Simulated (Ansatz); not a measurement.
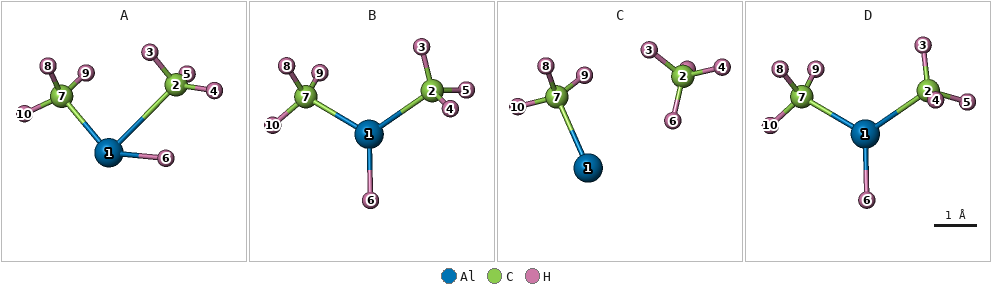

4 geometries from a converged minimum-energy path of C₂H₇Al, shuffled. The picture is a ball-and-stick view, seen at a tilt.

Computed with Ansatz, RKS BLYP-D4/def2-SVPD. Set-up: 9 movable images; climbing image; force threshold 0.05 eV/Å; iteration limit 60; starting path through a guess of the saddle point.

Q: One of them is the converged climbing image. Which?

A: A. In order along the path, whose images run from 0 to 10: D (image 0, 0.0 kcal/mol), B (image 1, 0.0 kcal/mol), A (image 6, +64.9 kcal/mol), C (image 8, +19.4 kcal/mol). Breaking: Al1–C2 (1.97 → 2.35 at the top → 3.54 Å), Al1–H6 (1.60 → 1.59 at the top → 3.11 Å). Forming: C2–H6 (3.08 → 1.82 at the top → 1.11 Å).

The run took 3 min on 4 threads of Arm Neoverse V2 (shared host), peak memory 0.15 GiB.
